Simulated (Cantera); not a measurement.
A closed system holds: 1 mol C₂H₂, 0.0086 mol O₂, a varied amount of H₂, 0.032 mol CO₂, held at 2573 K and 0.133 bar.

These are equilibrium values from Cantera (NASA tables, ideal gas, pure condensed phases), not measurements of a reactor. Candidate condensed phases: C, C₆H₆, C₇H₈, C₈H₁₈, H₂O; 110 gas species. The numbers say what is thermodynamically allowed, not how fast it happens.

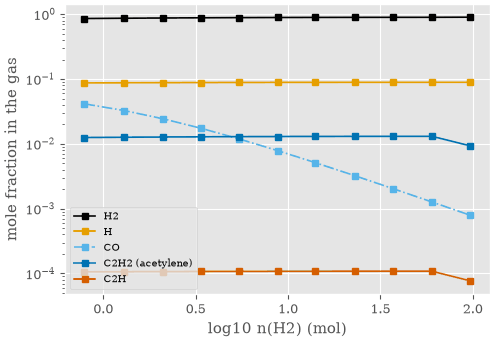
Fig. 1. Equilibrium gas composition (values under 1e-9 drawn at 1e-9)

From 0.79 mol H₂ to 60 mol H₂ the condensed part is C(graphite). At 97 mol H₂ nothing is condensed. The main C-bearing gas is CO at 0.79 mol H₂ and C₂H₂ (acetylene) at 97 mol H₂. The share of C in condensed phases is highest at 0.79 mol H₂ (93.5 %) and lowest at 97 mol H₂ (0.0 %).
